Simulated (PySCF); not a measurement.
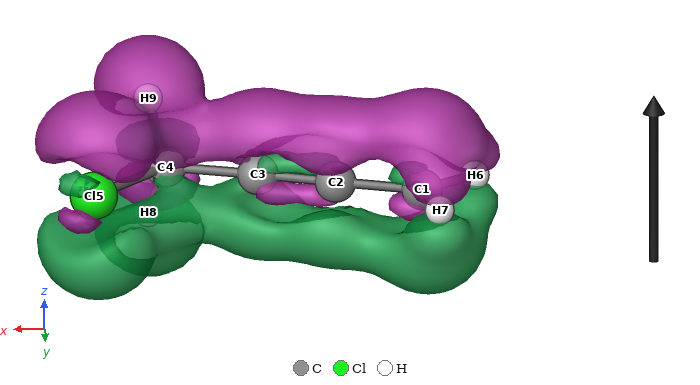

Figure. C$_{4}$H$_{4}$Cl, doublet, SMILES `[CH2]C#CCCl`. Change of the electron density in a uniform field of 0.41 V/Å along +z (arrow), surfaces at ±0.002 e/Å³ (green: gain, purple: loss).

Computed with PySCF, PBE/6-311+G**, geometry: GFN2-xTB. No frequency check shows the geometry to be a minimum. The basis has diffuse s and p functions alone, which still leaves polarisabilities too small, most of all across bonds. The stability of the open-shell solution wasn't checked. GFN2-xTB bond lengths at metals and heavier atoms can be off by up to 0.1 Å and shapes distorted, which carries into these values. GFN2-xTB doesn't know the spin state, so this open-shell geometry is rough.

The calculation's input:

```python
import numpy as np
from pyscf import gto, scf, dft
from pyscf.scf import atom_ks, atom_hf
from scipy.linalg import block_diag

def solve(mol, dm0=None, hcore=None):
    mf = (dft.UKS if mol.spin else dft.RKS)(mol, xc='pbe')
    mf.grids.level = 3
    mf = mf.density_fit(auxbasis='def2-universal-jkfit')
    mf.conv_tol, mf.max_cycle = 1e-8, 80
    if hcore is not None:
        mf.get_hcore = lambda *args: hcore
    mf.kernel(dm0)
    if not mf.converged:
        mf = mf.newton().run(mf.mo_coeff, mf.mo_occ, max_cycle=30)
    assert mf.converged, 'SCF not converged'
    return mf

mol = gto.M(atom='''
C     -3.00928     0.39357     0.00009
C     -1.73364    -0.04518     0.00037
C     -0.59143    -0.48562    -0.00040
C      0.77024    -0.92421     0.00022
Cl     1.90764     0.48475    -0.00005
H     -3.82874    -0.30162    -0.00124
H     -3.22397     1.44637     0.00014
H      1.00363    -1.50853    -0.89398
H      1.00380    -1.50830     0.89423
''', basis='6-311+g**', charge=0, spin=1, verbose=4)
field = np.array([-0.0, -0.0, -0.008])  # atomic units
mol.set_common_orig(mol.atom_charges() @ mol.atom_coords() / mol.atom_charges().sum())
mf = solve(mol)
out = dict(dm0=mf.make_rdm1(), d0=mf.dip_moment(unit='AU'), e0=mf.e_tot)
for name, sign in (('p', 1), ('m', -1)):
    h = mf.get_hcore() + sign * np.einsum('x,xij->ij', field, mol.intor('int1e_r'))
    mi = solve(mol, mf.make_rdm1(), h)
    out.update({'dm' + name: mi.make_rdm1(), 'd' + name: mi.dip_moment(unit='AU'), 'e' + name: mi.e_tot})
# spherically averaged free atoms, for the promolecule
atm = atom_ks.get_atm_nrks(mol, xc='pbe')
pro = block_diag(*[(atm[a[0]][2] * atm[a[0]][3]) @ atm[a[0]][2].T for a in mol._atom])
np.savez('result.npz', pro=pro, **out)
```

Launched as:

```sh
OMP_NUM_THREADS=1 python input.py
```

The run took 90 s on 1 thread of Intel(R) Xeon(R) Processor @ 2.70GHz (shared host), peak memory 0.54 GiB.

Partitions, critical points and surface values were worked out afterwards from this run's density.

The field was applied in both directions; the picture shows the one opposite to the script's first.

### What dipole is induced, and what polarisability does it imply?

The induced dipole is 0.79 D (along the field); α along this axis, from the fields in both directions, is 39 bohr³ (5.7 Å³).
